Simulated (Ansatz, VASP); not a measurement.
# ZnS (Sphalerite) in two plane-wave programs

One calculation is typed for both programs; each brings its own data sets. How far apart do they land? The cell is taken from a series of VASP runs on this material, whose earlier steps may have relaxed, scaled or displaced it; both programs get it as it stands. Valence electrons are named where the data sets of a main pair hold unlike numbers.

Main program and level: Ansatz 0.2.0; plane waves, with VASP 6.6.1 beside it; band structure at PBE0.

**1. The starting structure**

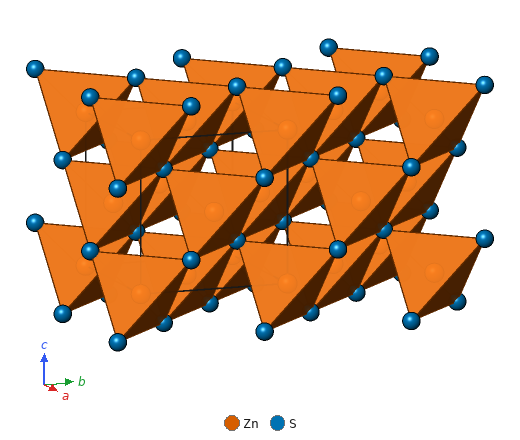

Start, viewed slightly off an axis; zinc orange, sulfur blue. 1×2×1 cells are drawn. This picture shows the conventional cell, with its axes. Some periodic images of atoms are drawn too.

Coordinates:

```cif
data_structure
_symmetry_space_group_name_H-M 'F-43m'
_symmetry_Int_Tables_number 216
_cell_length_a 5.4093
_cell_length_b 5.4093
_cell_length_c 5.4093
_cell_angle_alpha 90.000
_cell_angle_beta 90.000
_cell_angle_gamma 90.000
_cell_volume 158.28
loop_
_atom_site_label
_atom_site_type_symbol
_atom_site_symmetry_multiplicity
_atom_site_Wyckoff_symbol
_atom_site_fract_x
_atom_site_fract_y
_atom_site_fract_z
_atom_site_occupancy
Zn1 Zn 4 a 0.00000 0.00000 0.00000 1
S1 S 4 c 0.25000 0.25000 0.25000 1
```

**2. Ansatz: band structure, PBE0**

Ansatz runs on its default PAW (the set named soft_2) files.

The same path points are solved in both programs, so levels can be compared one by one.

Contents of input.yaml:

```yaml
crystal:
  lattice:
    - [0.0, 2.70465, 2.70465]
    - [2.70465, 0.0, 2.70465]
    - [2.70465, 2.70465, 0.0]
  atoms:
    - { symbol: Zn, position: [0.0, 0.0, 0.0] }
    - { symbol: S, position: [0.75, 0.75, 0.75] }
hamiltonian:
  xc: pbe0
  pseudopotentials: { kind: paw }
kpoints:
  mp_grid: { grid: [5, 5, 5] }
  band_path:
    path:
      - [0.0, 0.0, 0.0]
      - [0.5, 0.0, 0.5]
      - [0.5, 0.22222, 0.72222]
      - [0.40278, 0.34722, 0.75]
      - [0.125, 0.125, 0.25]
      - [0.27778, 0.27778, 0.27778]
      - [0.55556, 0.38889, 0.55556]
      - [0.58333, 0.25, 0.66667]
      - [0.5, 0.30556, 0.69444]
      - [0.48611, 0.48611, 0.52778]
      - [0.625, 0.25, 0.625]
      - [0.5, 0.0, 0.5]
    npoints: 1
scf:
  occupations: { method: gaussian, width: 0.03 }
  n_extra_bands: 7
output:
  forces: true
  stress: true
  eigenvalues: true
```

Run with:

```console
$ ansatz run input.yaml --threads 4 --pin off --max-ram 9216MiB --backend cpu --events-out ev --progress --plain --runs-dir out
```

Numbers of over 12 decimals in the logs are rounded to 6 here.

The log of the run:

```text
Warning: output.stress: scf.convergence.dr2_threshold = 1e-7 eV (the SCF's general default) is looser than the 2e-10 eV advised for a printed stress (1e-10 eV for each atom of the cell: 2). What an SCF threshold leaves in a stress goes as its square root, and in the free energy as the threshold itself, and one threshold admits the most on a small cell: [figures from the program's tests cut] Set scf.convergence.dr2_threshold to 2e-10 eV or tighter. The threshold is an SCF's pass mark: one that does not reach it within its budget of iterations ends unconverged, or closes short of it on a stop that the run arms, and scf.convergence.dr2_threshold's page says what that costs each kind of run
Warning: output.stress: scf.exx.energy_threshold = 1e-6 eV is looser than the 2e-8 eV advised for a stress under a hybrid functional (1e-8 eV for each atom of the cell: 2). Every SCF of the exchange loop can meet its threshold on dr2 while the loop round them stops early: no threshold on dr2 bounds what that leaves in the stress. Set scf.exx.energy_threshold to 2e-8 eV or tighter. The threshold is the loop's pass mark: a loop that does not reach it within its budget of cycles ends unconverged, and scf.exx.energy_threshold's page has the law
scf.n_extra_bands = 7 over 9 filled bands (N_el = 18.0): the run solves 16 bands
Engine: ansatz 0.2.0, aarch64-unknown-linux-gnu
Pseudopotentials: kind: paw
Pseudopotential: Zn, paw, valence charge 12, recommended cutoff 420 eV (normal), Zn.paw.azcp
Pseudopotential: S, paw, valence charge 6, recommended cutoff 420 eV (normal), S.paw.azcp
Functional definition: PBE0
  parameter a = 0.25
  parameter kappa = 0.804
  parameter beta = 0.066725
  exchange = (1 - a)*pbe_x(kappa = kappa, mu = beta*pi^2/3) + a*exact_x
  correlation = pbe_c(beta = beta)
Crystal: 2 atoms, lattice volume = 39.570 Å³
Basis set: ecut = 420 eV, 749 PW (Γ), exchange–correlation on 54×54×54 points (8 copies of the dense FFT grid, shifted against one another)
Bands: 16, of which v1, the nominal top of the filled ones, is band 9 counted from 1 (8 counted from 0)
Symmetry: 24 space group operations
Space group: F-43m (ITA 216), of the structure as read, at distance tolerance 3.4e-5 Å
k-points: 10 of 125 (time reversal used)
Non-local potential: Zn, projectors of the file, l = 0: 2, l = 1: 2, l = 2: 3, l = 3: 1
Non-local potential: S, projectors of the file, l = 0: 2, l = 1: 2, l = 2: 2
PAW form: soft (Blöchl's): semilocal exchange-correlation on the pseudo side does not see the compensation charge
PAW frozen core: Zn, regenerated for the run's functional, and the local potential with it (the file was generated under x = pbe(κ = 0.804, μ = 0.219515), c = pbe(β = 0.066725))
PAW frozen core: S, regenerated for the run's functional, and the local potential with it (the file was generated under x = pbe(κ = 0.804, μ = 0.219515), c = pbe(β = 0.066725))
PAW one-centre angular grid: Zn, 590 points (default); XC on 64 Gauss nodes
PAW one-centre angular grid: S, 110 points (default); XC on 64 Gauss nodes
Initial density: superposition of atomic densities (neutral atoms: chi_scale 0, normalization atom), corrected by the library's trained network
Initial wavefunctions: pseudopotential atomic-orbital guess
Functional: x = pbe(κ = 0.804, μ = 0.219515), c = pbe(β = 0.066725), warm-up for x = 0.75 pbe(κ = 0.804, μ = 0.219515) + 0.25 exact, c = pbe(β = 0.066725)
SCF iter   1: F=—  HF=-4222.720472 eV  |F-HF|=—  |Δ(HF+E_count)|=         —  Δρ=1.55e-3  dr2=8.87e-4  ethr=1.77e-3  ⟨swp⟩=10.3  Hψ=849  notcnv=0
preconditioner: auto → none  [insulator: Δε(μ)=2.095 eV  Ē_g=14.769 eV  σ=0.030 eV  W_gap=1.00  n_scr=14 (ndim 8)  ℏωp=25.0 eV  f_vac=0.029  D(μ)=0.00/eV (n_scr^D=0)]
SCF iter   2: F=—  HF=-4222.720172 eV  |F-HF|=—  |Δ(HF+E_count)|=   3.00e-4  Δρ=1.31e-3  dr2=4.41e-4  ethr=4.93e-6  ⟨swp⟩=4.3  Hψ=505  notcnv=0  defer=2
iter 3 solved again at ethr=1.79e-8 eV; its pass at ethr=2.45e-6 eV (dr2=3.22e-6 eV) is discarded
SCF iter   3: F=-4222.720026 eV  HF=-4222.719991 eV  |F-HF|=3.49e-5  |Δ(HF+E_count)|=   1.81e-4  Δρ=1.63e-4  dr2=3.58e-6  ethr=1.79e-8  ⟨swp⟩=3.2  Hψ=635  notcnv=0
SCF 1 stopped early in 3 iterations: F = -4222.720026 eV  dr2 = 3.58e-6
  greatest PAW one-centre occupation: 0.983 electrons in one spin orbital (limit 2), on the Zn atom at site 0 (counted from 0), in its partial waves of l = 2
Initial density: handed on by an earlier stage of this run
Initial wavefunctions: those handed on with the density
Functional: x = 0.75 pbe(κ = 0.804, μ = 0.219515) + 0.25 exact, c = pbe(β = 0.066725)
Frozen-core exchange: fock
SCF iter   1: F=—  HF=-4223.679959 eV  |F-HF|=—  |Δ(HF+E_count)|=         —  Δρ=2.04e-2  dr2=8.60e-2  ethr=1.99e-7  ⟨swp⟩=8.6  Hψ=909  notcnv=0
preconditioner: auto → none  [insulator: Δε(μ)=3.953 eV  Ē_g=18.272 eV  σ=0.030 eV  W_gap=1.00  n_scr=14 (ndim 8)  ℏωp=25.0 eV  f_vac=0.029  D(μ)=0.00/eV (n_scr^D=0)]
SCF iter   2: F=—  HF=-4223.656352 eV  |F-HF|=—  |Δ(HF+E_count)|=   2.36e-2  Δρ=2.92e-3  dr2=5.94e-3  ethr=1.99e-7  ⟨swp⟩=5.0  Hψ=652  notcnv=0
SCF iter   3: F=—  HF=-4223.662325 eV  |F-HF|=—  |Δ(HF+E_count)|=   5.97e-3  Δρ=4.62e-3  dr2=4.50e-3  ethr=1.99e-7  ⟨swp⟩=5.0  Hψ=588  notcnv=0
SCF iter   4: F=—  HF=-4223.661886 eV  |F-HF|=—  |Δ(HF+E_count)|=   4.39e-4  Δρ=1.92e-3  dr2=7.18e-4  ethr=1.99e-7  ⟨swp⟩=4.0  Hψ=407  notcnv=0
SCF iter   5: F=—  HF=-4223.662953 eV  |F-HF|=—  |Δ(HF+E_count)|=   1.07e-3  Δρ=1.09e-3  dr2=2.39e-4  ethr=1.99e-7  ⟨swp⟩=4.1  Hψ=412  notcnv=0
SCF iter   6: F=-4223.662838 eV  HF=-4223.662839 eV  |F-HF|=2.43e-7  |Δ(HF+E_count)|=   1.14e-4  Δρ=3.81e-5  dr2=1.71e-6  ethr=1.99e-7  ⟨swp⟩=4.0  Hψ=391  notcnv=0
SCF 2 stopped early in 6 iterations: F = -4223.662838 eV  dr2 = 1.71e-6
  greatest PAW one-centre occupation: 0.986 electrons in one spin orbital (limit 2), on the Zn atom at site 0 (counted from 0), in its partial waves of l = 2
hybrid outer 1: dexx = +1.318e-2 eV, tail = 3.84e-5 eV
Frozen-core exchange: fock
SCF iter   1: F=—  HF=-4223.662326 eV  |F-HF|=—  |Δ(HF+E_count)|=         —  Δρ=8.20e-5  dr2=1.79e-6  ethr=1.07e-6  ⟨swp⟩=4.7  Hψ=407  notcnv=0
preconditioner: auto → none  [insulator: Δε(μ)=4.000 eV  Ē_g=17.999 eV  σ=0.030 eV  W_gap=1.00  n_scr=14 (ndim 8)  ℏωp=25.0 eV  f_vac=0.030  D(μ)=0.00/eV (n_scr^D=0)]
SCF iter   2: F=—  HF=-4223.662325 eV  |F-HF|=—  |Δ(HF+E_count)|=   2.90e-7  Δρ=1.40e-5  dr2=1.65e-7  ethr=8.89e-9  ⟨swp⟩=3.9  Hψ=355  notcnv=0
SCF iter   3: F=—  HF=-4223.662326 eV  |F-HF|=—  |Δ(HF+E_count)|=   6.86e-7  Δρ=1.47e-5  dr2=5.37e-8  ethr=1.58e-10  ⟨swp⟩=4.2  Hψ=463  notcnv=0  defer=2
SCF iter   4: F=-4223.662326 eV  HF=-4223.662326 eV  |F-HF|=7.91e-11  |Δ(HF+E_count)|=   1.63e-8  Δρ=1.07e-6  dr2=3.47e-9  ethr=1.58e-10  ⟨swp⟩=3.1  Hψ=304  notcnv=0
SCF 3 converged in 4 iterations: F = -4223.662326 eV  dr2 = 3.47e-9
  Residual-converged pass: ⟨swp⟩=3.0  Hψ=290  notcnv=0  max |occ|·‖R‖ = 2.3e-6 eV (tolerance 2.4e-6 eV)  dr2=3.45e-9  dr2_onsite=2.71e-11  max |Δocc| = 0.0e0
hybrid outer 2: dexx = +7.358e-7 eV, tail = 2.12e-8 eV, Δε = 3.83e-3 eV (about 1.25e-4 eV left of the loop's levels)
NSCF: frozen V_eff on 12 k-points
hybrid SCF converged: 2 outer / 10 inner (+3 warm-up), last move |dexx| = 7.36e-7 eV, tail = 2.12e-8 eV
Stability not checked: this state was not tested for a lower state beside it, because the functional holds exact exchange (a hybrid, or Hartree-Fock), whose exchange loop this test does not read (fock_operator; see scf.lower_state_search)
Free energy (F): -4223.662326 eV
Frozen-core exchange: fock
Harris-Foulkes:  -4223.662326 eV  (|F-HF|=7.91e-11)
Internal energy: -4223.662326 eV  (E = F + TS)
E sigma→0 (E₀):  -4223.662326 eV
Fermi energy:    6.646448 eV
--- Per-component energies (eV) ---
  E_band       = -35.123492
  E_kinetic    = 237.844775
  E_local      = -2052.735632  (includes V_loc(G=0)·N_el)
  E_nonlocal   = 647.361169
  E_hartree    = 863.043154
  E_xc         = -179.766920
  E_vxc        = -107.556351  (∫ρ·V_xc dr)
  E_exx        = -60.659719  (= α·E_x^exact, valence–valence)
  E_paw        = -2427.090380  (= ΣΔE_a)
  E_vpaw       = -364.804088  (= ΣTr[D̂ρ^β])
  E_aug_tail   = -0.000361  (compensation charges beyond the density's cutoff)
  E_ewald      = -1252.151240
  E_core_change = 0.492827  (= ΣΔE_core)
  E_smearing   = -0.000000  (= −TS)
  E_closure    = 0.000000  (closes the sum)
  Σ components = -4223.662326   (vs F -4223.662326, Δ=0.00e0)
--- Forces (eV/Å), atoms counted from 1 ---
  atom   1  Zn    -0.00000000     0.00000000     0.00000000
  atom   2  S      0.00000000    -0.00000000     0.00000000
  max |Σ_I F_I| component: 7.40e-17 eV/Å
--- Stress (GPa, compression-positive) ---
        0.504682      -0.000000      -0.000000
        0.000000       0.504682       0.000000
       -0.000000       0.000000       0.504682
  P = ⅓ Tr σ = 0.5047 GPa (5.047 kbar)
--- Band table (eV; the first three rows and the last of 10) ---
  k-point 0: bands = [... 5 lower, -2.8638, 4.6458, 4.6458, 4.6458, 8.6469, 13.0642, 13.0642, 13.0642, ... 3 higher]
  k-point 1: bands = [... 5 lower, -2.8655, 2.3392, 4.2936, 4.2936, 9.9669, 13.1830, 13.6058, 13.6058, ... 3 higher]
  k-point 2: bands = [... 5 lower, -2.8397, -0.4251, 3.8033, 3.8033, 9.9601, 13.6299, 13.6299, 15.1923, ... 3 higher]
  k-point 9: bands = [... 5 lower, -2.5484, -0.1169, 1.6140, 2.4724, 11.9576, 12.4898, 13.8164, 16.6432, ... 3 higher]
```

The job ended after 20 s (4 threads of Arm Neoverse V1, shared host; peak memory 0.75 GiB; 74 s of CPU time).

The column dr2 measures how far the density is from self-consistency, as an energy; F and HF (Harris–Foulkes) agree once it is small.

**3. VASP: band structure, PBE0**

The same cell, functional, mesh and smearing now go to VASP, with its own data sets.

Lines of VASP's logs that name or quote its potential files are left out, and so is its time.

The run reads the wave functions of an earlier VASP run, which isn't shown here.

Contents of INCAR:

```
SYSTEM = ZnS
PREC = Accurate
ENCUT = 350
EDIFF = 1E-06
NELM = 100
ISMEAR = 0
SIGMA = 0.03
LREAL = .FALSE.
ALGO = Normal
LHFCALC = .TRUE.
AEXX = 0.25
GGA = PE
LASPH = .TRUE.
NBANDS = 15
PRECFOCK = Fast
HFRCUT = -1
LORBIT = 11
LWAVE = .FALSE.
LCHARG = .FALSE.
KPAR = 4
```

Contents of POSCAR:

```
ZnS
1.0
    0.0000000000      2.7046500000      2.7046500000
    2.7046500000      0.0000000000      2.7046500000
    2.7046500000      2.7046500000      0.0000000000
Zn S
1 1
Direct
    0.0000000000      0.0000000000      0.0000000000
    0.7500000000      0.7500000000      0.7500000000
```

Contents of KPOINTS:

```
Automatic mesh
0
Gamma
5 5 5
0 0 0
```

Contents of KPOINTS_OPT:

```
Line mode
10
Line-mode
Reciprocal
  0.00000000   0.00000000   0.00000000 GAMMA
  0.50000000   0.00000000   0.50000000 X

  0.50000000   0.00000000   0.50000000 X
  0.50000000   0.25000000   0.75000000 W

  0.50000000   0.25000000   0.75000000 W
  0.37500000   0.37500000   0.75000000 K

  0.37500000   0.37500000   0.75000000 K
  0.00000000   0.00000000   0.00000000 GAMMA

  0.00000000   0.00000000   0.00000000 GAMMA
  0.50000000   0.50000000   0.50000000 L

  0.50000000   0.50000000   0.50000000 L
  0.62500000   0.25000000   0.62500000 U

  0.62500000   0.25000000   0.62500000 U
  0.50000000   0.25000000   0.75000000 W

  0.50000000   0.25000000   0.75000000 W
  0.50000000   0.50000000   0.50000000 L

  0.50000000   0.50000000   0.50000000 L
  0.37500000   0.37500000   0.75000000 K

  0.62500000   0.25000000   0.62500000 U
  0.50000000   0.00000000   0.50000000 X
```

Potentials, in the order of the species: Zn and S (PBE family, release 64).

Run with:

```console
$ mpirun -np 4 vasp_std
```

The log of the run:

```text
[banner, memory and clock lines left out]
running    4 mpi-ranks, on    1 nodes
 distrk:  each k-point on    1 cores,    4 groups
 distr:  one band on    1 cores,    1 groups

 POSCAR found type information on POSCAR ZnS
 POSCAR found :  2 types and       2 ions
 LDA part: xc-table for (Slater+PW92), standard interpolation
 found WAVECAR, reading the header
 POSCAR, INCAR and KPOINTS ok, starting setup
 FFT: planning ... GRIDC
 FFT: planning ... GRID_SOFT
 FFT: planning ... GRID
 HFRCUT set to (new)   10.569673
 reading WAVECAR
 the WAVECAR file was read successfully
 initial charge from wavefunction
 entering main loop
       N       E                     dE             d eps       ncg     rms          rms(c)
DAV:   1    -0.895715412668E+01   -0.89572E+01   -0.11440E+00   402   0.312E+01    0.265E+00
DAV:   2    -0.891969168567E+01    0.37462E-01   -0.25329E-01   349   0.104E+01    0.169E+00
DAV:   3    -0.891641330330E+01    0.32784E-02   -0.32501E-02   377   0.320E+00    0.115E+00
DAV:   4    -0.891575010161E+01    0.66320E-03   -0.35388E-03   314   0.706E-01    0.730E-01
DAV:   5    -0.891561411115E+01    0.13599E-03   -0.67984E-04   397   0.280E-01    0.447E-01
DAV:   6    -0.891557324264E+01    0.40869E-04   -0.10651E-04   314   0.839E-02    0.259E-01
DAV:   7    -0.891554616693E+01    0.27076E-04   -0.12305E-05   300   0.355E-02    0.138E-01
DAV:   8    -0.891553700012E+01    0.91668E-05   -0.59766E-06   328   0.163E-02    0.694E-02
DAV:   9    -0.891553410538E+01    0.28947E-05   -0.15917E-06   327   0.932E-03    0.347E-02
DAV:  10    -0.891553302805E+01    0.10773E-05   -0.46610E-07   234   0.585E-03    0.183E-02
DAV:  11    -0.891553259392E+01    0.43413E-06   -0.24706E-07   178   0.421E-03
   1 F= -.89155326E+01 E0= -.89155326E+01  d E =-.560019E-17
 Start KPOINTS_OPT (optional k-point list driver)
k-point batch [1-10\100]
       N       E                     dE             ncg
DAV:   1     0.120408078532E+03   -0.25827E+04      300
DAV:   2    -0.890754444418E+03   -0.10112E+04      335
DAV:   3    -0.960166662243E+03   -0.69412E+02      377
DAV:   4    -0.961299394690E+03   -0.11327E+01      391
DAV:   5    -0.961311307299E+03   -0.11913E-01      398
DAV:   6    -0.961311491472E+03   -0.18417E-03      384
DAV:   7    -0.961311495258E+03   -0.37863E-05      384
DAV:   8    -0.961311495344E+03   -0.85427E-07      283
[...]
k-point batch [91-100\100]
       N       E                     dE             ncg
DAV:   1    -0.352196075555E+02   -0.58614E+04      300
DAV:   2    -0.975531681821E+03   -0.94031E+03      363
DAV:   3    -0.103046996601E+04   -0.54938E+02      356
DAV:   4    -0.103130190233E+04   -0.83194E+00      398
DAV:   5    -0.103131135693E+04   -0.94546E-02      412
DAV:   6    -0.103131150642E+04   -0.14949E-03      405
DAV:   7    -0.103131150955E+04   -0.31232E-05      398
DAV:   8    -0.103131150961E+04   -0.66125E-07      318
```

[end of part 1 of 2]

[Lines on the potential files, build, host, timing and source positions are cut from VASP's logs without a mark.]

[Logs are printed without paths, hosts, clocks, repeated set-up lines and the standing remarks that a program may print on its own settings, such as how far it seeks lower states.]

[Hosts, paths, dates, database ids (printed as entryN), source tags and the programs' standing remarks are cut or masked in the printed files.]
